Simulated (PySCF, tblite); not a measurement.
# CH10O2PSi3 radical: geometry, infrared bands and EPR parameters

Wanted: the infrared bands and EPR parameters of CH10O2PSi3 radical (`[SiH3]O[SiH2]CO[SiH2][PH]`), by calculation.

Computed with tblite 0.8.0 and PySCF 2.14.0, with density-fitted response routines of our own, on a single molecule in the gas phase. Atoms are numbered from 0 throughout.

## (1) The starting structure

17 atoms, charge 0, multiplicity 2; geometry from: force field or distance geometry start.

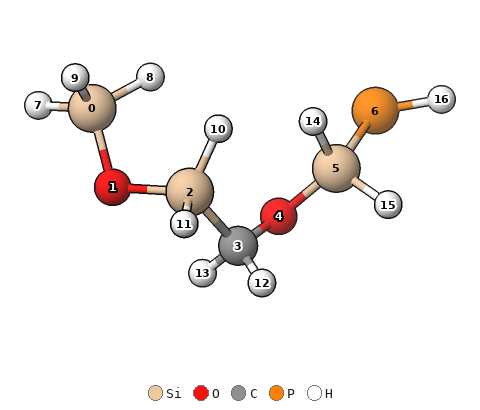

The starting geometry (silicon light orange, oxygen red, carbon grey, phosphorus orange, hydrogen white), atoms numbered.

## (2) Geometry optimisation with GFN2-xTB

The job: settings as JSON, then the geometry in Å.

```
{"job": {"kind": "relax", "xc": "GFN2-xTB", "basis": "xTB"}, "charge": 0, "multiplicity": 2}
Si     2.929000     0.790700     0.596100
O      2.302800    -0.805000     0.481200
Si     0.926100    -0.829200    -0.544000
C     -0.508900    -1.552300     0.363100
O     -1.431000    -0.659400     0.860000
Si    -2.208500     0.310500    -0.292000
P     -3.182500     1.923400     0.789800
H      3.742500     0.920400     1.830900
H      1.757000     1.692500     0.649400
H      3.709100     1.090600    -0.605400
H      0.656900     0.472300    -1.141800
H      1.254900    -1.765400    -1.627700
H     -0.957800    -2.369700    -0.225000
H     -0.074800    -2.061400     1.267700
H     -1.318500     0.980600    -1.244700
H     -3.201400    -0.417900    -1.076900
H     -4.401900     2.291300     0.208300
```

Started as:

```console
OMP_NUM_THREADS=1 python probes_run.py task.json out
```

This one command runs all jobs of the session in turn.

The log of the run:

```text
step      E/eV     max force
  0    -629.82380    2.885
  1    -630.17006    1.733
  2    -630.33775    1.125
  3    -630.43440    0.959
  4    -630.56128    0.605
  5    -630.60179    0.614
  6    -630.65413    0.495
  7    -630.69174    0.472
  8    -630.72989    0.434
  9    -630.76176    0.457
 10    -630.79308    0.497
 11    -630.82466    0.441
 12    -630.85977    0.482
 13    -630.88999    0.453
 14    -630.91479    0.428
 15    -630.94126    0.420
 16    -630.96483    0.411
 17    -630.98238    0.322
 18    -630.99615    0.263
 19    -631.00965    0.316
 20    -631.02783    0.342
 21    -631.04764    0.364
 22    -631.06343    0.306
 23    -631.07492    0.219
 24    -631.08496    0.224
 25    -631.09586    0.251
 26    -631.10718    0.296
 27    -631.11606    0.257
 28    -631.12306    0.210
 29    -631.12951    0.203
 30    -631.13416    0.273
 31    -631.14018    0.205
 32    -631.14399    0.105
 33    -631.14568    0.120
 34    -631.14765    0.100
 35    -631.14926    0.095
 36    -631.15050    0.089
 37    -631.15147    0.080
 38    -631.15245    0.093
 39    -631.15335    0.072
 40    -631.15404    0.061
 41    -631.15455    0.059
 42    -631.15503    0.059
 43    -631.15555    0.076
 44    -631.15611    0.064
 45    -631.15661    0.054
 46    -631.15695    0.061
 47    -631.15715    0.034
 48    -631.15730    0.030
 49    -631.15748    0.032
 50    -631.15771    0.037
 51    -631.15799    0.042
 52    -631.15820    0.033
 53    -631.15831    0.024
 54    -631.15839    0.022
 55    -631.15852    0.036
 56    -631.15878    0.064
 57    -631.15921    0.083
 58    -631.15969    0.070
 59    -631.16005    0.033
 60    -631.16025    0.034
 61    -631.16038    0.029
 62    -631.16056    0.037
 63    -631.16078    0.034
 64    -631.16103    0.047
 65    -631.16128    0.046
 66    -631.16152    0.034
 67    -631.16170    0.028
 68    -631.16181    0.027
 69    -631.16193    0.033
 70    -631.16212    0.049
 71    -631.16245    0.060
 72    -631.16289    0.054
 73    -631.16327    0.042
 74    -631.16349    0.036
 75    -631.16365    0.040
 76    -631.16385    0.044
 77    -631.16418    0.057
 78    -631.16455    0.053
 79    -631.16484    0.031
 80    -631.16497    0.029
 81    -631.16504    0.029
 82    -631.16525    0.023
 83    -631.16556    0.035
 84    -631.16600    0.041
 85    -631.16642    0.038
 86    -631.16673    0.034
 87    -631.16698    0.040
 88    -631.16730    0.052
 89    -631.16783    0.068
 90    -631.16863    0.078
 91    -631.16888    0.105
 92    -631.17007    0.055
 93    -631.17056    0.043
 94    -631.17109    0.068
 95    -631.17166    0.070
 96    -631.17420    0.121
 97    -631.17659    0.117
 98    -631.17878    0.151
 99    -631.18038    0.097
100    -631.18140    0.088
101    -631.18262    0.111
102    -631.18442    0.152
103    -631.18684    0.138
104    -631.18961    0.173
105    -631.19240    0.141
106    -631.19058    0.329
107    -631.19465    0.143
108    -631.19636    0.082
109    -631.19739    0.061
110    -631.19895    0.068
111    -631.20041    0.075
112    -631.20279    0.073
113    -631.20432    0.120
114    -631.20616    0.099
115    -631.20776    0.081
116    -631.20869    0.062
117    -631.20929    0.054
118    -631.20981    0.048
119    -631.21044    0.076
120    -631.21154    0.121
121    -631.21315    0.141
122    -631.21477    0.103
123    -631.21582    0.067
124    -631.21642    0.063
125    -631.21695    0.061
126    -631.21774    0.078
127    -631.21863    0.065
128    -631.21943    0.086
129    -631.22011    0.077
130    -631.22081    0.076
131    -631.22150    0.078
132    -631.22203    0.063
133    -631.22238    0.054
134    -631.22266    0.046
135    -631.22310    0.049
136    -631.22352    0.053
137    -631.22399    0.059
138    -631.22429    0.037
139    -631.22449    0.036
140    -631.22465    0.032
141    -631.22484    0.050
142    -631.22514    0.063
143    -631.22557    0.059
144    -631.22605    0.045
145    -631.22643    0.040
146    -631.22665    0.035
147    -631.22683    0.037
148    -631.22701    0.032
149    -631.22722    0.035
150    -631.22747    0.042
151    -631.22778    0.043
152    -631.22817    0.051
153    -631.22861    0.054
154    -631.22899    0.052
155    -631.22924    0.031
156    -631.22940    0.026
157    -631.22954    0.029
158    -631.22971    0.037
159    -631.22995    0.047
160    -631.23026    0.044
161    -631.23061    0.036
162    -631.23089    0.042
163    -631.23108    0.064
164    -631.23126    0.029
165    -631.23143    0.020
166    -631.23158    0.027
167    -631.23165    0.022
168    -631.23170    0.014
169    -631.23173    0.014
170    -631.23178    0.013
171    -631.23182    0.011
172    -631.23185    0.011
173    -631.23187    0.011
174    -631.23189    0.011
175    -631.23191    0.011
176    -631.23195    0.013
177    -631.23199    0.017
178    -631.23206    0.021
179    -631.23214    0.019
180    -631.23224    0.021
181    -631.23233    0.021
182    -631.23242    0.023
183    -631.23253    0.026
184    -631.23268    0.035
185    -631.23292    0.041
186    -631.23328    0.050
187    -631.23378    0.055
188    -631.23437    0.047
189    -631.23496    0.051
190    -631.23542    0.061
191    -631.23565    0.051
192    -631.23580    0.049
193    -631.23603    0.032
194    -631.23614    0.017
195    -631.23625    0.018
196    -631.23631    0.022
197    -631.23636    0.018
198    -631.23640    0.014
199    -631.23645    0.019
200    -631.23653    0.024
201    -631.23660    0.024
202    -631.23667    0.015
203    -631.23673    0.015
204    -631.23678    0.017
205    -631.23682    0.014
206    -631.23684    0.008
```

Run time: 2 s. Hardware: 1 thread of Arm Neoverse V1, shared host.

The steps of the relaxation: (not every step is listed)

```
step  energy from step 0 (eV)  largest force (eV/Å)
   0                   0.0000                2.8848
   1                  -0.3463                1.7327
   2                  -0.5140                1.1253
   3                  -0.6106                0.9590
   4                  -0.7375                0.6053
   5                  -0.7780                0.6140
   6                  -0.8303                0.4953
   7                  -0.8679                0.4722
   8                  -0.9061                0.4342
  27                  -1.2923                0.2566
  46                  -1.3332                0.0607
  65                  -1.3375                0.0461
  84                  -1.3422                0.0413
 103                  -1.3630                0.1379
 122                  -1.3910                0.1035
 141                  -1.4010                0.0498
 160                  -1.4065                0.0436
 179                  -1.4083                0.0191
 198                  -1.4126                0.0142
 201                  -1.4128                0.0238
 202                  -1.4129                0.0153
 203                  -1.4129                0.0149
 204                  -1.4130                0.0168
 205                  -1.4130                0.0140
 206                  -1.4130                0.0078
```

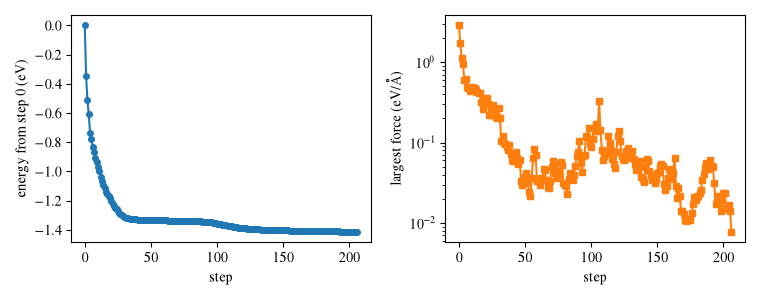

Energy and force, step by step.

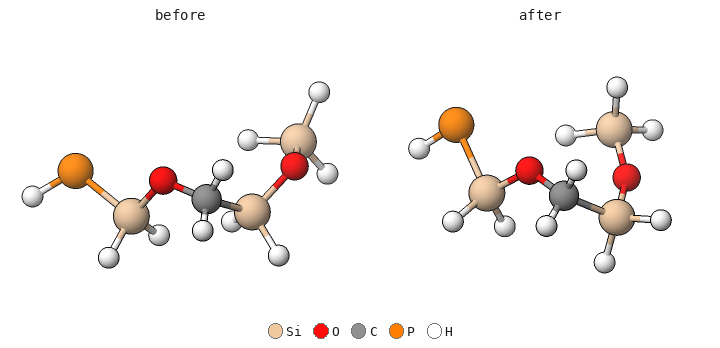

Before and after, at one scale.

Close pairs (by a distance rule), those that changed most:

```
  bond  before (Å)  after (Å)  change (Å)
O1–Si2       1.717      1.611      -0.106
Si0–O1       1.718      1.632      -0.086
O4–Si5       1.695      1.611      -0.083
Si2–C3       1.845      1.913      +0.068
Si5–P6       2.173      2.214      +0.041
C3–H13       1.125      1.095      -0.031
 C3–O4       1.376      1.407      +0.030
Si0–H7       1.484      1.460      -0.024
```

The end geometry stands in the next job.

## (3) Infrared spectrum with GFN2-xTB

The job: settings as JSON, then the geometry in Å.

```
{"job": {"kind": "ir", "xc": "GFN2-xTB", "basis": "xTB"}, "charge": 0, "multiplicity": 2}
Si     2.083215     1.211738     0.640586
O      1.913592    -0.064829    -0.362079
Si     1.148384    -1.334891    -0.991263
C     -0.373073    -1.730119     0.099755
O     -0.940916    -0.555620     0.625775
Si    -1.960069     0.461633    -0.097656
P     -2.163182     1.962619     1.517285
H      2.193134     0.695135     2.001630
H      0.931488     2.095900     0.468482
H      3.327254     1.815336     0.166787
H      0.726947    -0.947868    -2.336630
H      2.080923    -2.457356    -0.960028
H     -1.131742    -2.290378    -0.455308
H     -0.087333    -2.343193     0.960317
H     -1.432582     1.018302    -1.354124
H     -3.213100    -0.227447    -0.452945
H     -3.109937     2.703067     0.818431
```

The log of the run:

```text
mode    cm-1     km/mol
  1      19.2      3.00
  2      40.3      1.97
  3      49.3      0.19
  4      61.1      2.22
  5      84.6      2.15
  6      99.0      1.73
  7     126.6      1.36
  8     147.9      9.66
  9     176.8      1.36
 10     237.4     13.16
 11     337.0     13.27
 12     443.2     62.71
 13     501.2     37.15
 14     515.1     12.69
 15     555.5     15.74
 16     586.8      2.17
 17     594.1     73.76
 18     601.0     88.85
 19     617.5     34.48
 20     663.5     69.67
 21     699.2    229.10
 22     729.2     77.94
 23     755.9    211.24
 24     761.7    127.69
 25     766.8    226.41
 26     776.2    340.25
 27     788.7    400.12
 28     817.4    143.94
 29     824.5    144.81
 30     840.8    224.83
 31    1087.0    390.80
 32    1139.4    255.36
 33    1221.4     33.52
 34    1284.9      9.81
 35    1478.0      2.69
 36    2130.1    385.07
 37    2176.6    110.13
 38    2248.0    297.36
 39    2263.6    335.42
 40    2268.9    459.26
 41    2284.4    125.75
 42    2290.0    237.64
 43    2299.1    167.04
 44    2910.6     59.05
 45    2932.1     40.46
```

Run time: 0.86 s. Hardware: 1 thread of Arm Neoverse V1, shared host.

The strongest bands and the atoms that carry them (share of the mass-weighted mode):

```
cm⁻¹  km/mol                                 atoms
 776   340.2                      H8 43 %, H9 13 %
 789   400.1  H11 14 %, C3 13 %, H9 12 %, H10 11 %
1087   390.8                     O1 70 %, Si2 11 %
1139   255.4                      O4 49 %, C3 32 %
2130   385.1                    H15 57 %, H14 39 %
2248   297.4                               H8 85 %
2264   335.4                     H10 73 %, H9 13 %
2269   459.3            H9 61 %, H7 18 %, H10 11 %
```

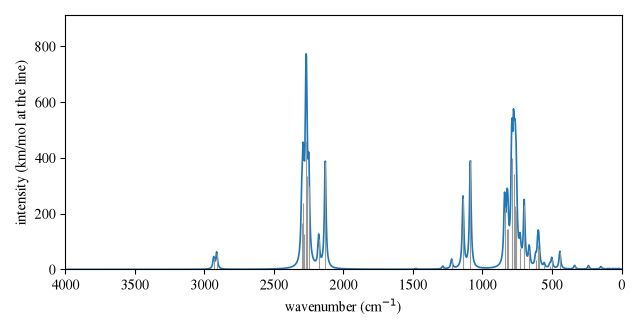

The infrared spectrum from these modes, unscaled. Lines are broadened to a width of 14 cm⁻¹ (Lorentzian).

## (4) g tensor and hyperfine couplings: B3LYP/pcH-1

Settings changed since step 3:

```diff
@@ -1,2 +1,2 @@
-{"job": {"kind": "ir", "xc": "GFN2-xTB", "basis": "xTB"}, "charge": 0, "multiplicity": 2}
+{"job": {"kind": "epr", "basis": "pcH-1"}, "charge": 0, "multiplicity": 2}
 Si     2.083215     1.211738     0.640586
```

Method: UKS B3LYP, pcH-1 on C H O P Si, non-relativistic, mean-field spin-orbit, GIAO.

The log of the run:

```text
UKS, coarse grid
  cycle   1  E = -1404.31122441  |g| = 7.98e-01
  cycle   2  E = -1403.67524007  |g| = 1.49e+00
  cycle   3  E = -1404.51141633  |g| = 1.23e-01
  cycle   4  E = -1404.51644243  |g| = 6.34e-02
  cycle   5  E = -1404.51762903  |g| = 2.46e-02
  cycle   6  E = -1404.51782574  |g| = 4.65e-03
  cycle   7  E = -1404.51783382  |g| = 1.16e-03
  cycle   8  E = -1404.51783541  |g| = 4.24e-04
UKS, final grid
  cycle   1  E = -1404.51779718  |g| = 4.91e-04
  cycle   2  E = -1404.51779711  |g| = 6.55e-04
  cycle   3  E = -1404.51779729  |g| = 8.43e-05
  cycle   4  E = -1404.51779730  |g| = 2.18e-05
E = -1404.51779730 Eh   <S^2> = 0.7533 (exact 0.7500)
g shifts (ppm)      1          2          3
  rmc          -157       -157       -157
  gc            -10         36         34
  oz_so         100       6817      19762
  total         -67       6696      19638
hyperfine (MHz)  atom isotope    a_iso     a_fc   dipolar eigenvalues
    0  29Si      -5.50      -5.50     -1.82      0.87      0.95
    1   17O      -0.13      -0.13     -0.40      0.17      0.23
    2  29Si      -1.44      -1.44     -0.31      0.08      0.22
    3   13C      -1.09      -1.09     -0.23     -0.03      0.26
    4   17O       1.99       1.96     -1.21      0.20      1.01
    5  29Si      33.28      33.32     -1.62     -0.31      1.93
    6   31P     105.56     106.28   -318.51   -302.67    621.18
    7    1H       0.32       0.32     -0.85     -0.71      1.55
    8    1H       4.33       4.33     -2.99     -2.74      5.72
    9    1H       1.88       1.88     -0.51     -0.44      0.96
   10    1H      -0.08      -0.08     -0.46     -0.45      0.92
   11    1H       0.20       0.20     -0.29     -0.26      0.56
   12    1H       0.60       0.60     -0.67     -0.65      1.32
   13    1H       0.23       0.23     -0.66     -0.61      1.27
   14    1H      40.05      40.04     -2.44     -1.22      3.67
   15    1H      39.45      39.45     -2.41     -1.28      3.68
   16    1H     -35.09     -35.31    -17.81      3.13     14.67
```

It took 2.7 min on 1 thread of Arm Neoverse V1, shared host; peak memory 1.2 GiB.

Principal g values 2.00225, 2.00902, 2.02196; g(iso) = 2.01107, against 2.00232 for a free electron.

Mean a(iso) over the nuclei that a row names, and the largest dipolar term of the row (other rows stand at the frozen geometry):

```
    nuclei  isotope  a(iso) (MHz)  a(iso) (G, at g = 2.0023)  largest dipolar term (MHz)
        P6      31P         105.6                       37.7                       621.2
  H14, H15       1H          39.7                       14.2                         3.7
       H16       1H         -35.1                      -12.5                       -17.8
       Si5     29Si          33.3                       11.9                         1.9
       Si0     29Si          -5.5                       -2.0                        -1.8
H7, H8, H9       1H           2.2                        0.8                         5.7
        O4      17O           2.0                        0.7                        -1.2
       Si2     29Si          -1.4                       -0.5                        -0.3
        C3      13C          -1.1                       -0.4                         0.3
  H12, H13       1H           0.4                        0.1                         1.3
        O1      17O          -0.1                        0.0                        -0.4
  H10, H11       1H           0.1                        0.0                         0.9
```

Mulliken spin populations:

Si0 0.00; O1 0.00; Si2 0.00; C3 0.00; O4 0.00; Si5 -0.02; P6 1.00; H7 0.00; H8 0.00; H9 0.00; H10 0.00; H11 0.00; H12 0.00; H13 0.00; H14 0.02; H15 0.02; H16 -0.03

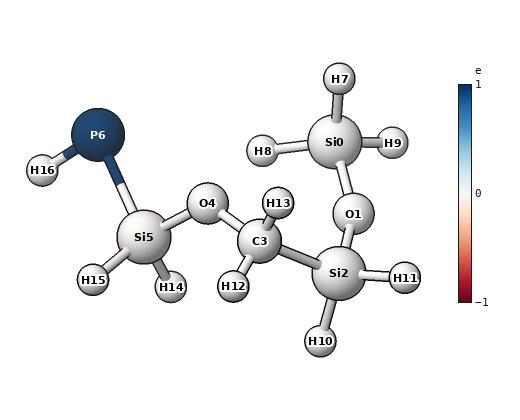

Mulliken spin populations, as colours on the atoms.

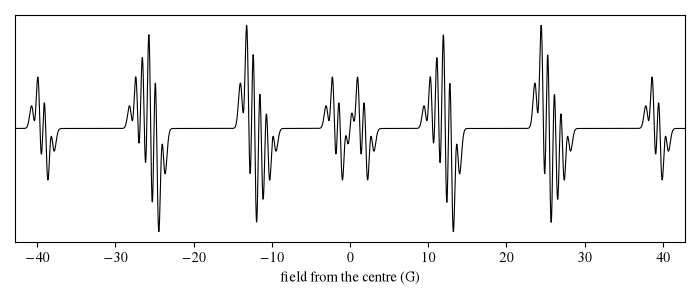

First-order isotropic spectrum (first derivative, main isotopes with spin only, couplings over 0.8 MHz, Gaussian width 0.3 G; couplings of the frozen geometry, rotation of groups not averaged beyond the rows shown).

The fields below are evaluated on a grid from the run's orbitals.

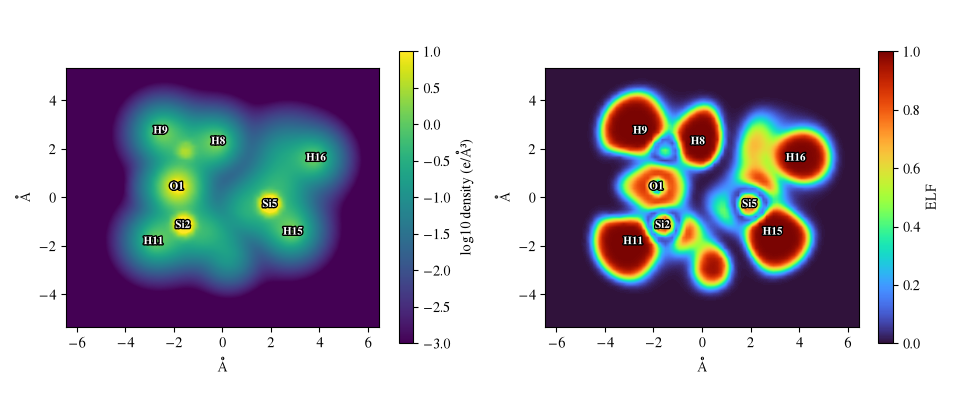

Density (left) and ELF (right) in a plane through or near 8 of the atoms.

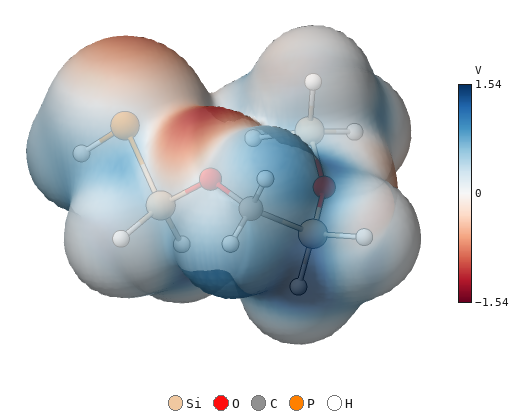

Electrostatic potential on the surface of density 0.002 e/bohr³; red is low, blue high. It runs from -0.87 V near O4 to 1.54 V near H12.

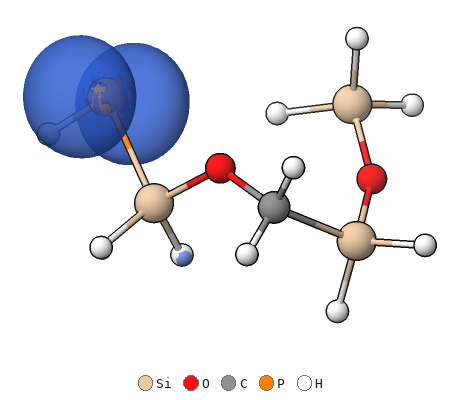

Spin density at ±0.03 e/Å³ (alpha excess blue, beta excess red).

## (5) Summary of results

| quantity | value |
| --- | --- |
| strongest single infrared mode (GFN2-xTB) | 2269 cm⁻¹, 459 km/mol |
| zero-point energy (GFN2-xTB) | 63.2 kcal/mol |
| g(iso) (B3LYP) | 2.01107 |
| ⟨S²⟩ | 0.753 (exact 0.75) |
| largest a(iso) (averaged by class) | 31P on P6, 105.6 MHz |
| potential on the surface of density 0.002 e/bohr³, 1st and 99th percentile | -0.87 V and 1.54 V |

In words: The optimisation took 206 steps and gained 1.413 eV; among the close pairs (by a distance rule), O1–Si2 changed most, from 1.717 to 1.611 Å. No mode is imaginary among the 45: a minimum at this level. The strongest single mode, at 2269 cm⁻¹, moves mainly H9. GFN2-xTB is a fitted tight-binding method: band positions and strengths are rough. Its intensities can rank the bands wrongly. Most of the unpaired spin sits on P6 (1.00 e). The isotropic g lies 8.8 ppt above the free-electron value. These values are for one conformer; the search (at its own cheap level) found 2 more, at 0.71, 2.13 kcal/mol, and measured spectra average over such forms.
